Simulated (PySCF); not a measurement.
# C7H8O2, SMILES `C=C[C@@]12C[CH]1[CH]2OC=O`: electronic structure

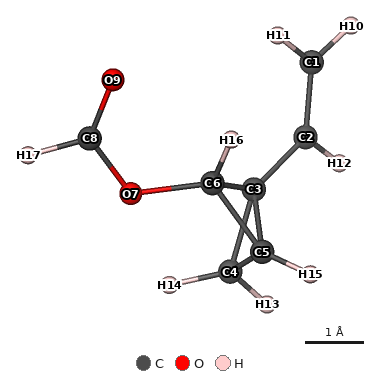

The molecule, with its atoms numbered as below. No frequency check shows the geometry to be a minimum.

Coordinates in Å:

```
C1       1.8269    2.0685   -0.0723
C2       2.0835    0.7781   -0.2402
C3       1.0908   -0.2662   -0.1316
C4       1.1382   -1.7295   -0.4781
C5       0.7254   -1.3154    0.8962
C6      -0.2702   -0.2892    0.4894
O7      -1.3904   -0.6984   -0.2865
C8      -2.4241    0.1191   -0.3325
O9      -2.5362    1.1801    0.2077
H10      2.5978    2.8125   -0.1643
H11      0.8370    2.4232    0.1594
H12      3.0797    0.4370   -0.4932
H13      2.1171   -2.1793   -0.5908
H14      0.3893   -2.1296   -1.1478
H15      1.1130   -1.5682    1.8596
H16     -0.5400    0.5000    1.1846
H17     -3.2046   -0.3414   -0.9629
```

### 1. Bonding charge

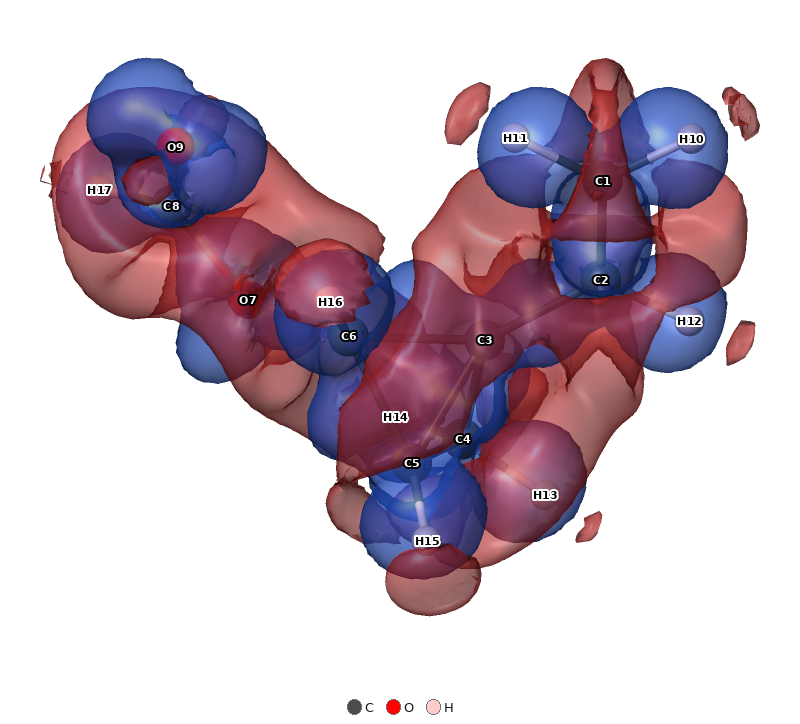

Deformation density (molecule less spherical, spin-averaged free atoms at the same positions), surfaces at ±0.04 e/Å³; blue: gain, red: loss.

Method: B3LYP/def2-SVP; geometry: GFN2-xTB; program: PySCF.

Question: How much density has each bond gained at its critical point, relative to the free atoms?

Answer: The five largest and four smallest: C6–H16: +0.78 e/Å³ at the bond critical point (bond length 1.09 Å, Mayer order 0.9). C8–H17: +0.77 e/Å³ at the bond critical point (bond length 1.10 Å, Mayer order 0.9). C4–H14: +0.73 e/Å³ at the bond critical point (bond length 1.08 Å, Mayer order 0.9). C1–H11: +0.72 e/Å³ at the bond critical point (bond length 1.08 Å, Mayer order 1.0). C5–H15: +0.71 e/Å³ at the bond critical point (bond length 1.07 Å, Mayer order 1.0). C3–C4: +0.33 e/Å³ at the bond critical point (bond length 1.50 Å, Mayer order 1.0). O7–C8: +0.28 e/Å³ at the bond critical point (bond length 1.32 Å, Mayer order 1.2). C3–C5: +0.15 e/Å³ at the bond critical point (bond length 1.51 Å, Mayer order 0.7). C6–O7: +0.05 e/Å³ at the bond critical point (bond length 1.42 Å, Mayer order 0.9); up to 0.6 Å beside the axis the gain reaches +0.28 e/Å³. In all, 3.8 electrons gather in the regions of gain relative to the promolecule. A small or negative value marks a very polar bond, one between electron-rich atoms, whose free-atom densities already overlap strongly, a long bond to a heavier atom, or a closed-shell contact such as a hydrogen bond.

Question: Where do the Hirshfeld charges lie?

Answer: The highest Hirshfeld charge is on C8 (+0.18 e), the lowest on O9 (−0.25 e).

```json
{"atom": "C1", "charge (e)": "−0.09"}
{"atom": "C2", "charge (e)": "−0.04"}
{"atom": "C3", "charge (e)": "+0.01"}
{"atom": "C4", "charge (e)": "−0.07"}
{"atom": "C5", "charge (e)": "−0.04"}
{"atom": "C6", "charge (e)": "+0.04"}
{"atom": "O7", "charge (e)": "−0.08"}
{"atom": "C8", "charge (e)": "+0.18"}
{"atom": "O9", "charge (e)": "−0.25"}
{"atom": "H10", "charge (e)": "+0.04"}
{"atom": "H11", "charge (e)": "+0.04"}
{"atom": "H12", "charge (e)": "+0.04"}
{"atom": "H13", "charge (e)": "+0.04"}
{"atom": "H14", "charge (e)": "+0.03"}
{"atom": "H15", "charge (e)": "+0.06"}
{"atom": "H16", "charge (e)": "+0.04"}
{"atom": "H17", "charge (e)": "+0.05"}
```

### 2. Bond critical points

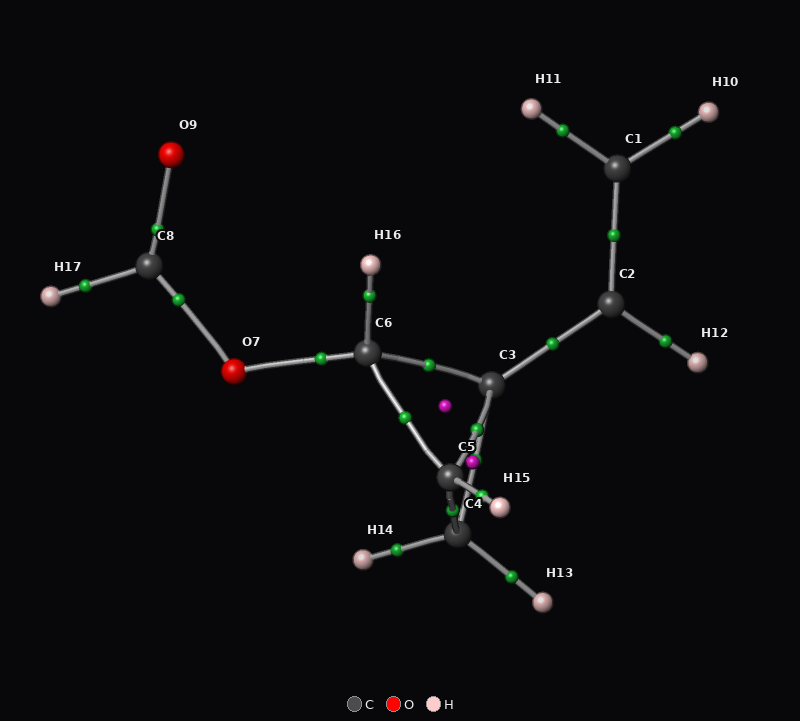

Molecular graph of the electron density (QTAIM): bond paths, bond critical points (green), ring points (magenta, if any); weak paths are dashed.

Question: How many critical points of each kind are there, and does the count close?

Answer: 17 nuclei, 18 bond, 2 ring and 0 cage critical points: 17 − 18 + 2 − 0 = 1, as the Poincaré–Hopf relation requires.

Question: Give the properties at the bond critical points.

Answer:
```json
{"bond": "C8–O9", "length (Å)": "1.196", "ρ (a.u.)": "0.425", "∇²ρ (a.u.)": "+0.40", "ε": "0.10", "H (a.u.)": "−0.755"}
{"bond": "C1–C2", "length (Å)": "1.326", "ρ (a.u.)": "0.345", "∇²ρ (a.u.)": "−0.93", "ε": "0.39", "H (a.u.)": "−0.371"}
{"bond": "O7–C8", "length (Å)": "1.319", "ρ (a.u.)": "0.315", "∇²ρ (a.u.)": "−0.24", "ε": "0.01", "H (a.u.)": "−0.512"}
{"bond": "C6–H16", "length (Å)": "1.086", "ρ (a.u.)": "0.289", "∇²ρ (a.u.)": "−1.16", "ε": "0.05", "H (a.u.)": "−0.322"}
{"bond": "C5–H15", "length (Å)": "1.069", "ρ (a.u.)": "0.285", "∇²ρ (a.u.)": "−1.10", "ε": "0.03", "H (a.u.)": "−0.317"}
{"bond": "C4–H14", "length (Å)": "1.081", "ρ (a.u.)": "0.285", "∇²ρ (a.u.)": "−1.09", "ε": "0.02", "H (a.u.)": "−0.312"}
{"bond": "C1–H10", "length (Å)": "1.075", "ρ (a.u.)": "0.285", "∇²ρ (a.u.)": "−1.10", "ε": "0.02", "H (a.u.)": "−0.315"}
{"bond": "C1–H11", "length (Å)": "1.077", "ρ (a.u.)": "0.284", "∇²ρ (a.u.)": "−1.10", "ε": "0.02", "H (a.u.)": "−0.315"}
{"bond": "C2–H12", "length (Å)": "1.083", "ρ (a.u.)": "0.282", "∇²ρ (a.u.)": "−1.07", "ε": "0.01", "H (a.u.)": "−0.308"}
{"bond": "C8–H17", "length (Å)": "1.104", "ρ (a.u.)": "0.282", "∇²ρ (a.u.)": "−1.11", "ε": "0.04", "H (a.u.)": "−0.307"}
{"bond": "C4–H13", "length (Å)": "1.083", "ρ (a.u.)": "0.282", "∇²ρ (a.u.)": "−1.06", "ε": "0.03", "H (a.u.)": "−0.306"}
{"bond": "C2–C3", "length (Å)": "1.445", "ρ (a.u.)": "0.279", "∇²ρ (a.u.)": "−0.69", "ε": "0.09", "H (a.u.)": "−0.243"}
{"bond": "C5–C6", "length (Å)": "1.486", "ρ (a.u.)": "0.253", "∇²ρ (a.u.)": "−0.48", "ε": "0.37", "H (a.u.)": "−0.211"}
{"bond": "C3–C6", "length (Å)": "1.496", "ρ (a.u.)": "0.249", "∇²ρ (a.u.)": "−0.45", "ε": "0.40", "H (a.u.)": "−0.204"}
{"bond": "C6–O7", "length (Å)": "1.423", "ρ (a.u.)": "0.245", "∇²ρ (a.u.)": "−0.34", "ε": "0.05", "H (a.u.)": "−0.338"}
{"bond": "C4–C5", "length (Å)": "1.494", "ρ (a.u.)": "0.245", "∇²ρ (a.u.)": "−0.44", "ε": "0.43", "H (a.u.)": "−0.200"}
{"bond": "C3–C4", "length (Å)": "1.505", "ρ (a.u.)": "0.240", "∇²ρ (a.u.)": "−0.42", "ε": "0.46", "H (a.u.)": "−0.194"}
{"bond": "C3–C5", "length (Å)": "1.513", "ρ (a.u.)": "0.218", "∇²ρ (a.u.)": "−0.17", "ε": "0.66", "H (a.u.)": "−0.165"}
```

Question: What kind of interaction is C1–H10?

Answer: Shared-shell (covalent): ρ = 0.285, ∇²ρ = −1.10, H = −0.315 a.u.

### 3. Local ionisation energy

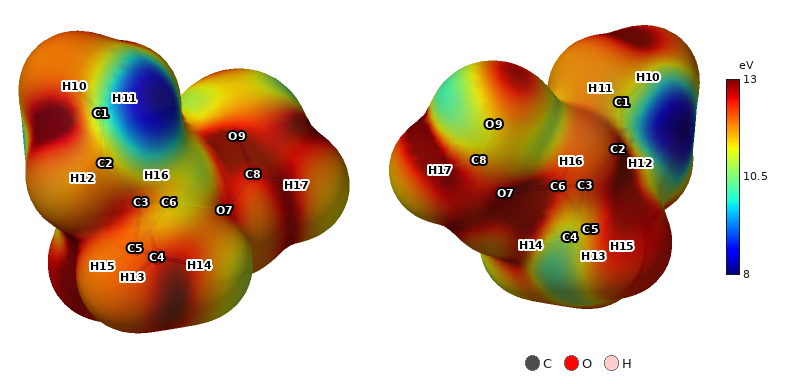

Average local ionisation energy on the surface of electron density 0.001 a.u. (back view left, front view right).

Question: Where are the most loosely bound electrons on this surface?

Answer: The lowest value is 8.2 eV, over C1, off the plane of its three bonds (2.0 Å). Further minima include 8.2 eV, over C1, off the plane of its three bonds (2.0 Å); 10.2 eV, 1.7 Å from O9; 10.2 eV, 1.9 Å from C5. For comparison, the highest occupied orbital lies at −6.6 eV.

### 4. Localised orbitals

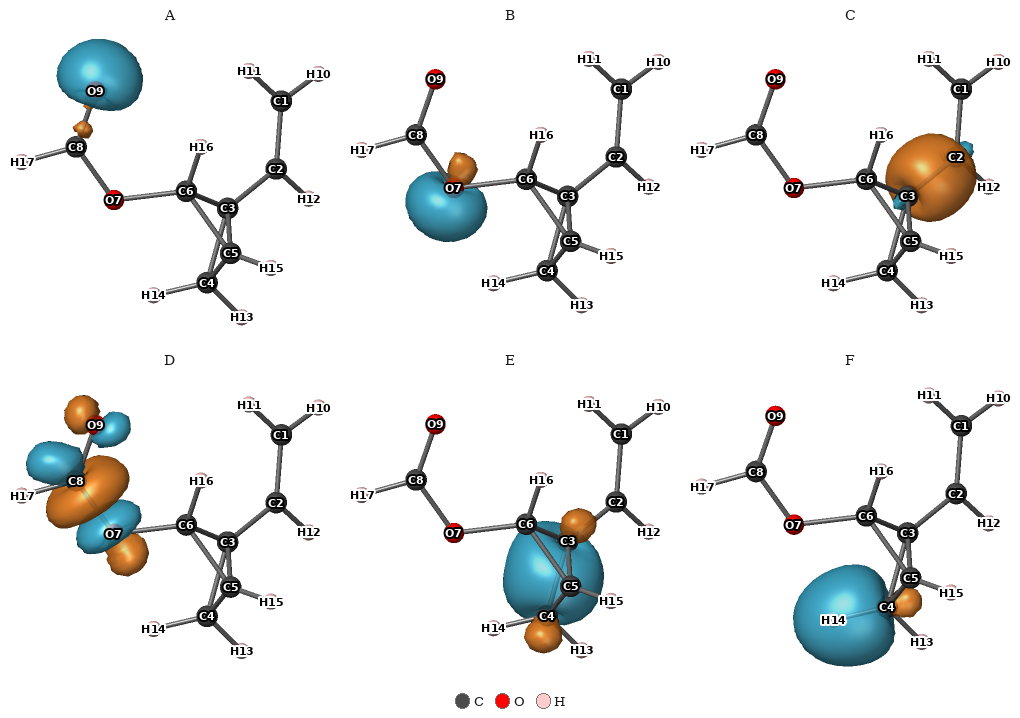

Intrinsic bond orbitals (IBO), occupied and valence-virtual; each surface holds about 80 % of the orbital's density. Energies are diagonal elements of the Fock matrix.

PySCF calculation, B3LYP/def2-SVP, gas phase; geometry: GFN2-xTB.

Question: What does each orbital represent in a Lewis picture?

Answer: By panel:
- A: lone pair on O9 (sp0.8-type) (O9 100 %; −14.8 eV)
- B: lone pair on O7 (sp1.7-type) (O7 98 %; −13.9 eV)
- C: σ bond C3–C2 (C3 51 %, C2 48 %; −16.2 eV)
- D: σ* orbital C8–O7 (C8 60 %, O7 34 %, O9 6 %; 10.5 eV)
- E: σ bond C3–C4 (C3 50 %, C4 48 %; −13.9 eV)
- F: σ bond C4–H14 (C4 58 %, H14 42 %; −13.5 eV)

Question: How do all the valence pairs divide up?

Answer: 24 pairs: 18 σ bonds, 3 lone pairs, 2 two-centre π bonds and 1 strongly polarised pair.
